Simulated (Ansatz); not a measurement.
**MP2/def2-SVP (core potential) run of InSi2H7 (SMILES [SiH3][SiH2][InH2])**

What is the energy change on altering one bond length of InSi2H7 at MP2/def2-SVP (core potential)? 

Program for the calculation: Ansatz 0.2.0.

54 further runs of the same task are left out: 54 set aside as unsound or not needed.

**1. The system as given**

InSi2H7 has 10 atoms, charge 0, and is taken as a singlet. SMILES: `[SiH3][SiH2][InH2]`. The coordinates come from a PBE0-D4/def2-TZVP relaxation.

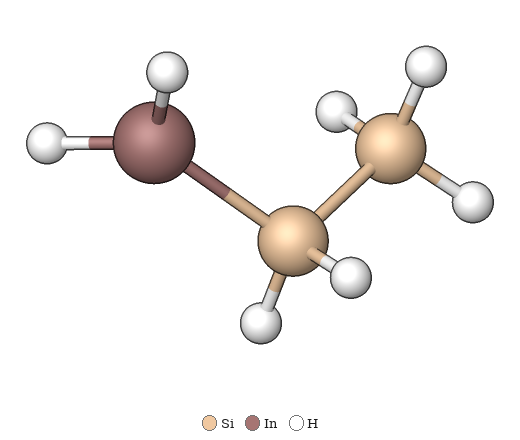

Viewed from a chosen angle; silicon light orange, indium brown, hydrogen white.

**2. The energy at MP2/def2-SVP (core potential)**

run.yaml reads:

```yaml
crystal:
  periodic: [false, false, false]
  atoms:
    - {symbol: Si, position_ang: [-1.450900, 0.732300, -0.821600]}
    - {symbol: Si, position_ang: [0.023100, -0.982700, -0.222400]}
    - {symbol: In, position_ang: [1.884800, -0.062700, 1.293100]}
    - {symbol: H, position_ang: [-2.541100, 0.248700, -1.711500]}
    - {symbol: H, position_ang: [-0.707700, 1.812100, -1.527500]}
    - {symbol: H, position_ang: [-2.065700, 1.320500, 0.400500]}
    - {symbol: H, position_ang: [-0.761300, -2.056900, 0.451800]}
    - {symbol: H, position_ang: [0.588700, -1.557900, -1.477300]}
    - {symbol: H, position_ang: [1.761400, -0.160900, 3.013900]}
    - {symbol: H, position_ang: [3.268800, 0.707500, 0.601100]}
basis:
  gaussian:
    orbitals: def2-SVP
magnetization:
  spin_polarized: false
correlation:
  method: mp2
  frozen_orbitals: {H: 0, In: 4, Si: 5}
accuracy: high
```

On the command line:

```console
$ ansatz run run.yaml --threads 1 --pin off --max-ram 3480MiB --events-out events.jsonl --progress --plain --runs-dir runs
```

The program printed:

```text
Warning: RAYON_NUM_THREADS=1 ignored (pool sized by the plan → 1); use --threads N
Functional definition: HF
  name "HF"
  exchange = exact_x
  correlation = 0
2240 factors; integrals over basis functions are off by at most 8.6e-9 eV
mean field evaluation 1: about -20976.7056 eV, gradient 1.4e1 eV
mean field evaluation 2: about -20976.7628 eV, gradient 1.5e1 eV
mean field evaluation 4: about -20978.0603 eV, gradient 1.4e0 eV
mean field evaluation 8: about -20978.0676 eV, gradient 1.2e-3 eV
mean field -20978.06763090 eV, -770.9297659906 hartree, gradient 4.4e-8 eV, S^2 0.000000; 0 other end points of the search recorded, 0 dependent functions left out
14 core orbitals not correlated: weight in the atoms' cores, before any rotation towards them, 1.000 or more for the frozen orbitals, at most 0.000 for the correlated occupied ones
reference -20978.06763090 eV, -770.9297659906 hartree; 14, 14 occupied and 69, 69 virtual orbitals, 2240 factors
second order -8.10499638 eV of doubles, -0.00000000 eV of singles
Total energy: -20986.17262728 eV, -771.2276191137 hartree
```

It took 4.2 s on 1 thread of Arm Neoverse V1, shared host; peak memory 0.3 GiB.

**3. The distorted shape**

molecule.yaml reads:

```yaml
crystal:
  periodic: [false, false, false]
  atoms:
    - {symbol: Si, position_ang: [-1.413881, 0.761759, -1.337825]}
    - {symbol: Si, position_ang: [0.060119, -0.953241, -0.738625]}
    - {symbol: In, position_ang: [1.921819, -0.033241, 0.776875]}
    - {symbol: H, position_ang: [-2.504081, 0.278159, -2.227725]}
    - {symbol: H, position_ang: [-0.670681, 1.841559, -2.043725]}
    - {symbol: H, position_ang: [-2.028681, 1.349959, -0.115725]}
    - {symbol: H, position_ang: [-0.724281, -2.027441, -0.064425]}
    - {symbol: H, position_ang: [0.625719, -1.528441, -1.993525]}
    - {symbol: H, position_ang: [1.761400, -0.160900, 3.013900]}
    - {symbol: H, position_ang: [3.305819, 0.736959, 0.084875]}
basis:
  gaussian:
    orbitals: def2-SVP
correlation:
  method: mp2
  frozen_orbitals: {H: 0, In: 4, Si: 5}
accuracy: high
```

On the command line:

```console
$ ansatz run molecule.yaml --threads 1 --pin off --max-ram 3480MiB --events-out events.jsonl --progress --plain --runs-dir runs
```

The program printed:

```text
Warning: RAYON_NUM_THREADS=1 ignored (pool sized by the plan → 1); use --threads N
[... 4 set-up lines as earlier in the session ...]
2232 factors; integrals over basis functions are off by at most 8.0e-9 eV
mean field evaluation 1: about -20975.6947 eV, gradient 1.5e1 eV
mean field evaluation 2: about -20975.7487 eV, gradient 1.5e1 eV
mean field evaluation 4: about -20977.1699 eV, gradient 1.6e0 eV
mean field evaluation 8: about -20977.1812 eV, gradient 4.6e-4 eV
mean field -20977.18119437 eV, -770.8971900490 hartree, gradient 5.6e-8 eV, S^2 0.000000; 0 other end points of the search recorded, 0 dependent functions left out
14 core orbitals not correlated: weight in the atoms' cores, before any rotation towards them, 1.000 or more for the frozen orbitals, at most 0.000 for the correlated occupied ones
reference -20977.18119437 eV, -770.8971900490 hartree; 14, 14 occupied and 69, 69 virtual orbitals, 2232 factors
second order -8.08590345 eV of doubles, -0.00000000 eV of singles
Total energy: -20985.26709782 eV, -771.1943415199 hartree
```

Wall time 4.8 s (1 thread of Arm Neoverse V1, shared host); peak memory 0.3 GiB.

**4. What came out**

Level: MP2/def2-SVP (core potential), 14 core orbitals frozen.

| quantity | value |
| --- | --- |
| first shape: total energy | -771.22762 Eh |
| first shape: correlation energy (14 core orbitals frozen) | -297.9 mEh |
| distorted shape: total energy | -771.19434 Eh |
| distorted shape: correlation energy (14 core orbitals frozen) | -297.2 mEh |
| energy change with the In3–H9 bond stretched from 1.728 to 2.246 Å | 0.906 eV |

In words: With the In3–H9 bond stretched from 1.728 to 2.246 Å the energy rises by 0.91 eV (20.9 kcal/mol). The first shape isn't relaxed at this level, so the change isn't measured from a minimum.
